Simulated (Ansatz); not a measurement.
# GeF2 (SMILES [F][Ge][F]): CAM-B3LYP/def2-TZVPP

Aim: the vertical singlet–triplet gap of GeF2 at CAM-B3LYP/def2-TZVPP, from 2 runs. 

The calculation is run with Ansatz 0.2.0.

32 further runs of the same task are left out: 32 set aside as unsound or not needed.

## Step 1: The molecule

GeF2: 3 atoms, total charge 0, spin state singlet. As SMILES, `[F][Ge][F]`. The shape is that of a PBE0-D4/def2-TZVP optimisation.

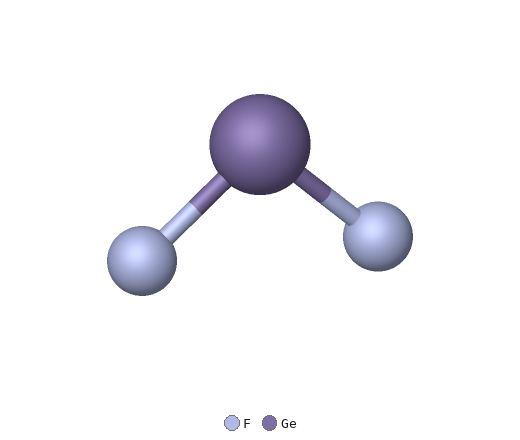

The structure, seen from a chosen angle (fluorine light blue, germanium purple).

## Step 2: The energy at CAM-B3LYP/def2-TZVPP

Input file job.yaml:

```yaml
crystal:
  periodic: [false, false, false]
  atoms:
    - symbol: F
      position_ang: [-0.675900, -1.101800, -0.497500]
    - symbol: Ge
      position_ang: [0.637500, -0.295200, 0.320200]
    - symbol: F
      position_ang: [0.027600, 1.332100, 0.164100]
basis:
  gaussian: {orbitals: def2-TZVPP}
hamiltonian: {xc: {name: CAM-B3LYP}}
accuracy: high
output: {orbitals: {seedname: orbitals}}
```

Launch:

```
ansatz run job.yaml --threads 1 --pin off --max-ram 3480MiB --events-out events.jsonl --progress --plain --runs-dir runs
```

Standard output:

```text
Warning: RAYON_NUM_THREADS=1 ignored (pool sized by the plan → 1); use --threads N
Functional definition: CAM-B3LYP
  name "CAM-B3LYP"
  parameter alpha = 0.19
  parameter beta = 0.46
  parameter omega = 0.33/bohr
  parameter ac = 0.81
  exchange = (1 - alpha - beta)*b88_x + beta*b88_x_sr(omega) + alpha*exact_x + beta*exact_x_lr(omega)
  correlation = (1 - ac)*vwn5_c + ac*lyp_c
1632 factors; integrals over basis functions are off by at most 5.2e-9 eV
283 factors; integrals over basis functions are off by at most 1.9e-9 eV
mean field evaluation 1: about -61954.4456 eV, gradient 5.5e1 eV
mean field evaluation 2: about -61947.1101 eV, gradient 9.4e1 eV
mean field evaluation 4: about -61958.7500 eV, gradient 9.6e-1 eV
mean field evaluation 8: about -61958.8002 eV, gradient 4.6e-2 eV
mean field evaluation 16: about -61958.8002 eV, gradient 2.1e-5 eV
mean field -61958.80024190 eV, -2276.9439117068 hartree, gradient 7.1e-8 eV, S^2 0.000000; 0 other end points of the search recorded, 0 dependent functions left out
reference -61958.80025507 eV, -2276.9439121907 hartree; 25, 25 occupied and 85, 85 virtual orbitals, 1632 factors
Total energy: -61958.80025507 eV, -2276.9439121907 hartree
```

Wall time 5.4 s (1 thread of Intel Xeon 6975P-C (Granite Rapids), shared host); peak memory 0.35 GiB.

## Step 3: The triplet, same level

Input file in.yaml:

```yaml
crystal:
  periodic: [false, false, false]
  atoms:
    - {symbol: F, position_ang: [-0.675900, -1.101800, -0.497500]}
    - {symbol: Ge, position_ang: [0.637500, -0.295200, 0.320200]}
    - {symbol: F, position_ang: [0.027600, 1.332100, 0.164100]}
basis:
  gaussian:
    orbitals: def2-TZVPP
magnetization:
  spin_polarized: true
  initial_magnetization: 2
hamiltonian:
  xc: {name: CAM-B3LYP}
accuracy: high
output: {orbitals: {seedname: orbitals}}
```

Launch:

```
ansatz run in.yaml --threads 1 --pin off --max-ram 3480MiB --events-out events.jsonl --progress --plain --runs-dir runs
```

Standard output (excerpt; [...] marks lines left out):

```text
Warning: RAYON_NUM_THREADS=1 ignored (pool sized by the plan → 1); use --threads N
[... 8 set-up lines as earlier in the session ...]
1632 factors; integrals over basis functions are off by at most 5.2e-9 eV
283 factors; integrals over basis functions are off by at most 1.9e-9 eV
mean field evaluation 1: about -61951.4573 eV, gradient 3.4e1 eV
mean field evaluation 2: about -61946.1069 eV, gradient 5.7e1 eV
mean field evaluation 4: about -61954.9333 eV, gradient 7.7e-1 eV
mean field evaluation 8: about -61954.9885 eV, gradient 2.6e-2 eV
mean field evaluation 16: about -61954.9886 eV, gradient 1.2e-4 eV
mean field -61954.98856553 eV, -2276.8038351837 hartree, gradient 9.4e-8 eV, S^2 2.003906; 0 other end points of the search recorded, 0 dependent functions left out
reference -61954.98857876 eV, -2276.8038356700 hartree; 26, 24 occupied and 84, 86 virtual orbitals, 1632 factors
Total energy: -61954.98857876 eV, -2276.8038356700 hartree
```

It took 8.7 s on 1 thread of Intel Xeon 6975P-C (Granite Rapids), shared host; peak memory 0.47 GiB.

## Step 4: Results

Level: CAM-B3LYP/def2-TZVPP.

| quantity | value |
| --- | --- |
| singlet: total energy | -2276.94391 Eh |
| singlet: HOMO energy | -10.36 eV |
| singlet: LUMO energy | -1.56 eV |
| singlet: HOMO–LUMO gap | 8.80 eV |
| triplet: total energy | -2276.80384 Eh |
| triplet: HOMO energy (highest over α and β) | -6.69 eV |
| triplet: LUMO energy (lowest over α and β) | -5.51 eV |
| triplet: ⟨S²⟩ | 2.004 |
| vertical energy of the triplet above the singlet | 3.812 eV |

**Reading.** At this shape the triplet lies 3.81 eV (368 kJ/mol) above the singlet.
